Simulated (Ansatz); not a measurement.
## Electronic structure of C₃H₁₁BSi (SMILES CBC[SiH2]C) in real space

Input

```
basis:
  gaussian: {orbitals: def2-SVPD}
crystal:
  periodic: [false, false, false]
  atoms:
    - {symbol: C, position_ang: [1.314359, 0.888103, -1.117821]}
    - {symbol: C, position_ang: [1.630035, 0.538293, 1.587042]}
    - {symbol: C, position_ang: [-1.715613, 1.647884, -1.408685]}
    - {symbol: B, position_ang: [1.314629, 1.427786, 0.334782]}
    - {symbol: Si, position_ang: [-0.440235, 0.265746, -1.528174]}
    - {symbol: H, position_ang: [1.533560, 1.652629, -1.882163]}
    - {symbol: H, position_ang: [1.969082, 0.011509, -1.265060]}
    - {symbol: H, position_ang: [1.014392, 2.589377, 0.524388]}
    - {symbol: H, position_ang: [0.864249, 0.657710, 2.373812]}
    - {symbol: H, position_ang: [2.564765, 0.921829, 2.042293]}
    - {symbol: H, position_ang: [1.769960, -0.533827, 1.378081]}
    - {symbol: H, position_ang: [-0.803374, -0.841683, -0.592675]}
    - {symbol: H, position_ang: [-0.428527, -0.295128, -2.913700]}
    - {symbol: H, position_ang: [-1.785698, 2.034074, -0.379438]}
    - {symbol: H, position_ang: [-1.442248, 2.489173, -2.065926]}
    - {symbol: H, position_ang: [-2.713282, 1.290291, -1.709356]}
hamiltonian: {xc: {name: PBE0}}
output: {forces: true, orbitals: {seedname: orbitals}}
```

Launched as:

```sh
ansatz run input.yaml --threads 2 --pin off --max-ram 4350MiB --events-out events.jsonl --progress --plain --runs-dir runs
```

Geometry: B3LYP-D3(BJ)/def2-SVP.

Level of theory: Ansatz 0.2.0, isolated molecule in a Gaussian basis; Kohn-Sham density functional theory, functional PBE0.

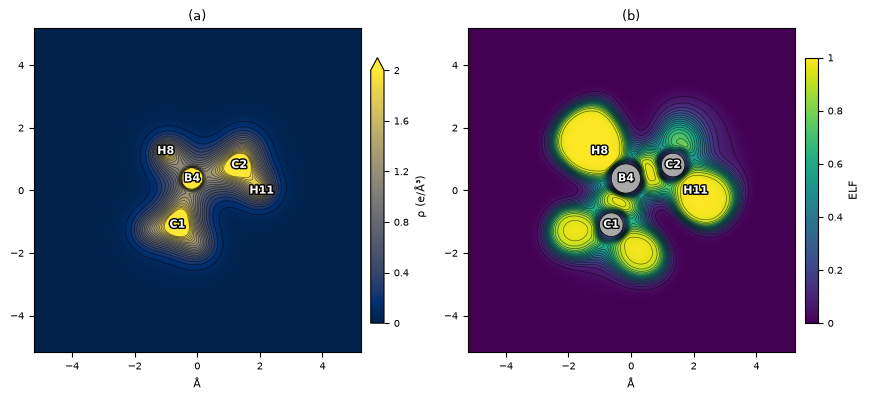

Figure 1. (a) total electron density; (b) ELF on the plane of atoms C2, B4 and H8. Grey discs cover the atomic cores in the ELF map.

What does the map show?

Atoms in the plane: C, B and H.
C–B (1.55 Å): ρ at the midpoint is about 1.4 e/Å³; the ELF peaks at about 0.95 between the atoms (a shared electron pair).
C–H (1.10 Å): ρ is about 1.9 e/Å³ halfway; the ELF climbs to about 1 towards the hydrogen, as it does in any bond to H: a covalent bond by its length.
B–H (1.21 Å): the density is about 1.2 e/Å³ at the midpoint; the ELF climbs to about 1 towards the hydrogen; an ordinary covalent bond to hydrogen.

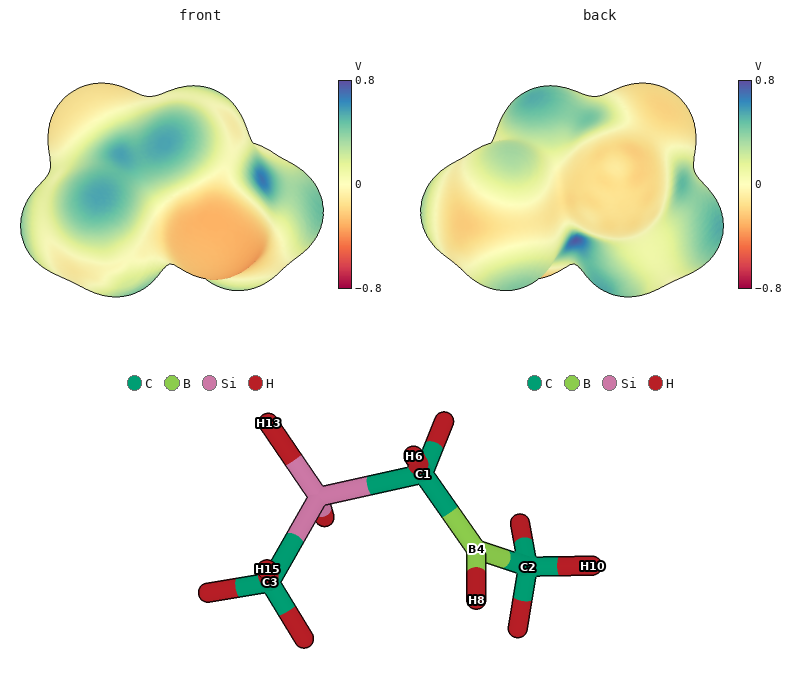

Figure 2. The electrostatic potential painted on the density surface at 0.001 e/bohr³, seen from the front and from behind; the colour scale runs from red (negative) to blue (positive). The bare structure is drawn below in the same view.

Where is the surface potential most negative and most positive?

The most negative region (about −0.4 V) lies over H8, the most positive (about +0.6 V) over B4 and Si5.

How polar is the molecule by this calculation?

Its dipole moment is 0.25 D.

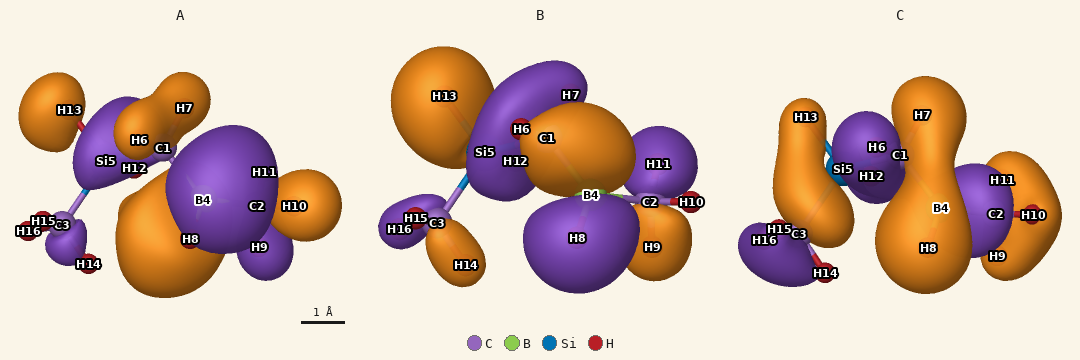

Figure 3. Three frontier orbitals at ±0.06 Å⁻³ᐟ² (orange and purple are the two phases), in no order.

Which picture is the HOMO−1, the HOMO and the LUMO?

C is the HOMO−1 (−8.73 eV). By Hirshfeld shares it lies mainly on C2 (about 20 %), B4 (about 20 %), C1 (about 15 %), H8 (about 10 %), Si5 (about 10 %) and C3 (about 5 %). B is the HOMO (−8.42 eV). It lies mainly on C1 (about 25 %), B4 (about 20 %), Si5 (about 15 %), H8 (about 15 %) and H13 (about 10 %). A is the LUMO (−0.79 eV). Its weight (Hirshfeld) is mainly on B4 (about 45 %), Si5 (about 10 %), C1 (about 10 %), C2 (about 10 %) and H8 (about 5 %).

What is the HOMO–LUMO gap?

7.63 eV between the orbital energies.
